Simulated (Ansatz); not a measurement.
ClGaH₂O₂···PH₃

The calculation's input:

```
crystal:
  periodic: [false, false, false]
  atoms:
    - { symbol: Ga, position_ang: [0.0, 0.0, 0.0] }
    - { symbol: O, position_ang: [0.0, 0.0, 2.14] }
    - { symbol: H, position_ang: [-0.9095, -0.2814, 2.4771] }
    - { symbol: O, position_ang: [1.5501, 0.0, -0.895] }
    - { symbol: H, position_ang: [1.85, -0.9519, -1.0499] }
    - { symbol: Cl, position_ang: [-1.9398, 0.0, -1.12] }
    - { symbol: P, position_ang: [0.1161, 2.4551, 0.8167] }
    - { symbol: H, position_ang: [0.6765, 2.4949, 2.1208] }
    - { symbol: H, position_ang: [0.9275, 3.2117, -0.0697] }
    - { symbol: H, position_ang: [0.0597, 1.2634, 1.9686] }
basis:
  gaussian: { orbitals: def2-SVP }
hamiltonian:
  xc: pbe0
  dispersion: d4
relax:
  f_tol: 0.15
  max_steps: 25
  restrain:
    - { distance: [0, 6], at: 3.49, k: 30.0 }
    - { distance: [9, 1], at: 2.21, k: 30.0 }
    - { distance: [0, 1], at: 1.79, k: 30.0 }
    - { distance: [9, 6], at: 1.42, k: 30.0 }
output:
  orbitals: {}
```

Command:

```sh
ansatz run input.yaml --threads 4 --pin off --max-ram 5120MiB --backend cpu --events-out ev --progress --plain --runs-dir out
```

The fields are those of the run's last geometry, not of the input's.

All numbers below come from Ansatz 0.2.0, RKS PBE0-D4/def2-SVP.

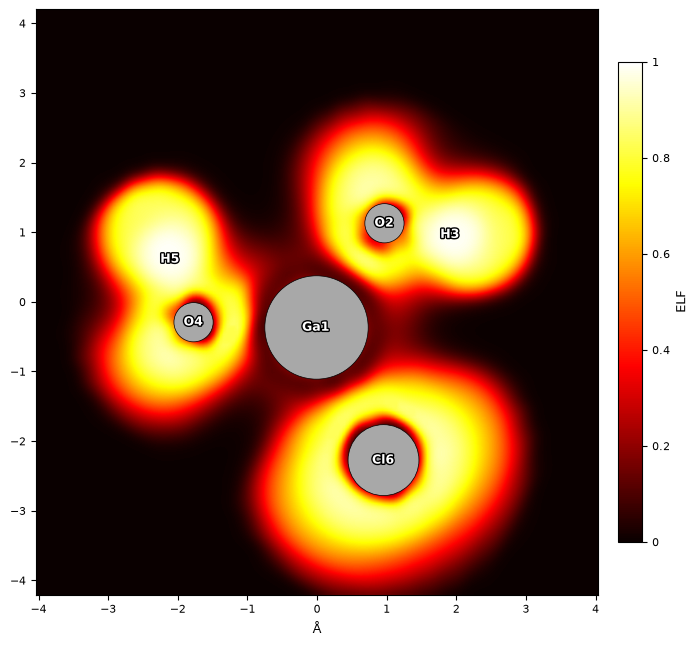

Figure 1. ELF on the plane of atoms O2, Ga1 and O4. Grey discs cover the atomic cores.

Read the bonding off the picture.

The plane passes through Ga, O, H and Cl nuclei.
Ga–O (1.77 Å): the ELF peaks at about 0.85 in the valence shell of O, 0.6 Å from its nucleus, and is about 0.25 at the midpoint.
Ga–Cl (2.14 Å): the ELF peaks at about 0.80 in the valence shell of Cl, 0.8 Å from its nucleus, and is about 0.55 at the midpoint.
O–H (0.96 Å): the ELF climbs to about 1 towards the hydrogen, as it does in any bond to H (a covalent bond by its length).
The ELF also peaks beside Cl6, O4 and O2, away from the bonds: lone-pair regions.

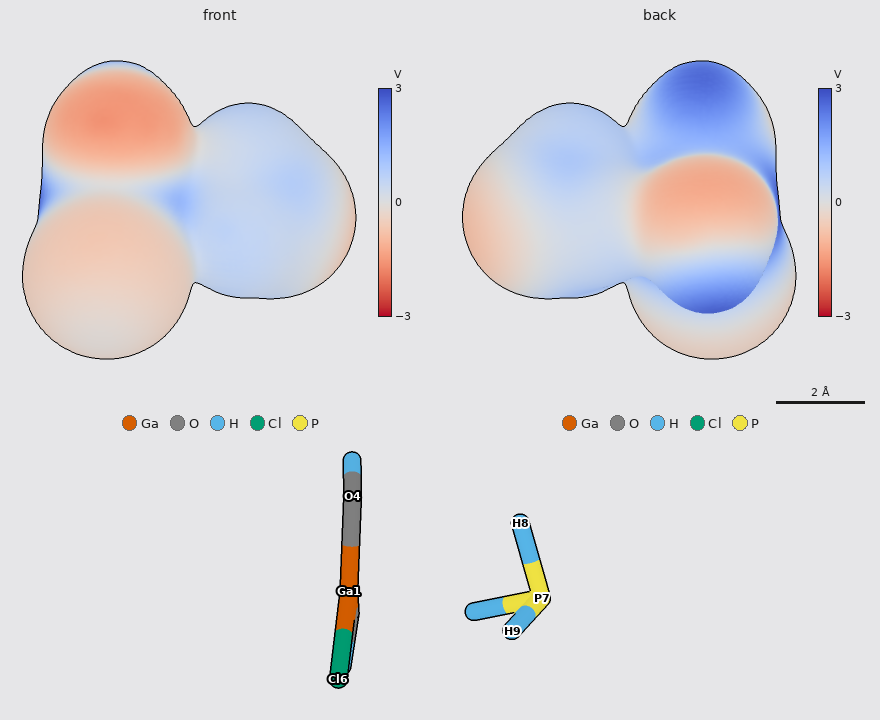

Figure 2. The electrostatic potential painted on the density surface at 0.002 e/bohr³, seen from the front and from behind; red is negative and blue positive. The bare structure is drawn below in the same view.

Describe the electrostatic potential map.

The most negative region (about −1.5 V, or −35 kcal/mol for a unit charge) lies over O4, the most positive (about +2.6 V, or +60 kcal/mol for a unit charge) over Ga1 and H3. O4 is the likeliest acceptor of a hydrogen bond.

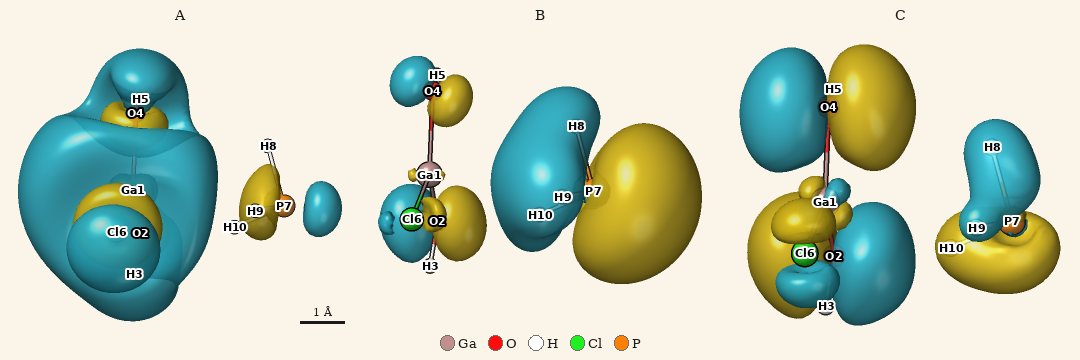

Figure 3. Three frontier orbitals at ±0.06 Å⁻³ᐟ² (yellow and cyan are the two phases), in no order.

Order the three orbitals by energy and name them.

C is the HOMO−1 (−9.00 eV). It lies mainly on O4 (about 45 %), O2 (about 35 %) and Ga1 (about 5 %); largely a combination of lone pairs on O4 and O2. B is the HOMO (−7.92 eV). By Hirshfeld shares it lies mainly on P7 (about 75 %) and O2 (about 5 %); largely a lone pair of P7. A is the LUMO (−0.99 eV). Its weight (Hirshfeld) is mainly on Ga1 (about 45 %), Cl6 (about 15 %), O4 (about 10 %) and O2 (about 10 %).

What is the HOMO–LUMO gap?

6.93 eV between the orbital energies.
